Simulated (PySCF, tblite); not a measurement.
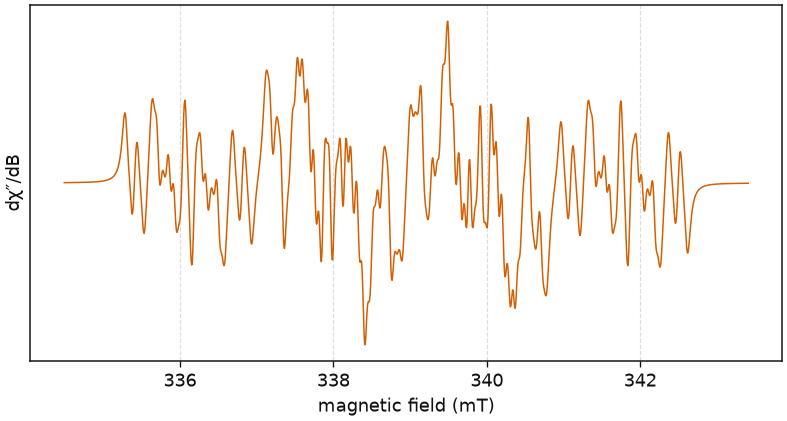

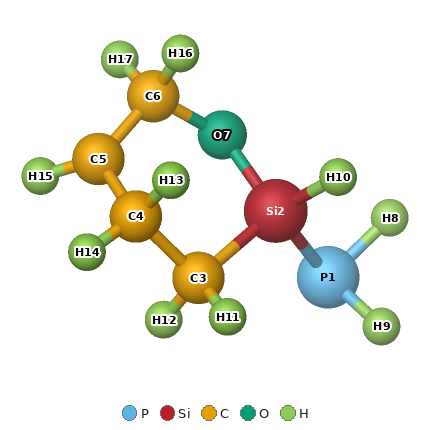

First-order isotropic EPR spectrum (fast tumbling, first derivative) of C₄H₁₀OPSi, SMILES P[Si@@H]1CC[CH]CO1, doublet at 9.50 GHz, Lorentzian lines of 0.10 mT full width at half height, from computed g and hyperfine couplings (B3LYP/pcH-1, PySCF 2.14.0, at a GFN2-xTB geometry (a minimum by its frequencies), gas phase); values of one conformer, averaged over methyl-type rotors alone; other conformers aren't averaged in; no vibrational averaging; dilute isotopes left out. The SMILES is one Lewis form and needn't show where the spin sits.

Q: Which couplings does the calculation give? The spectrum shows the sizes of those above the line width, not their signs.

A:
| nuclei | isotope | a (mT) | a (MHz) |
| --- | --- | --- | --- |
| H15 | ¹H | −1.97 | −55.3 |
| H16 | ¹H | 1.89 | 52.9 |
| H13 | ¹H | 1.83 | 51.3 |
| H14 | ¹H | 0.63 | 17.6 |
| H11 | ¹H | 0.41 | 11.5 |
| P1 | ³¹P | 0.35 | 9.8 |
| H12 | ¹H | −0.14 | −4.0 |
| H17 | ¹H | 0.05 | 1.5 |
| H10 | ¹H | 0.02 | 0.6 |
| H9 | ¹H | 0.02 | 0.5 |

Q: What is the g value, and how wide is the spectrum?

A: g_iso = 2.0025, which centres the spectrum at 338.9 mT; it spans 7.3 mT.

Note: the tight-binding geometry is rougher than a DFT one and adds to the error.
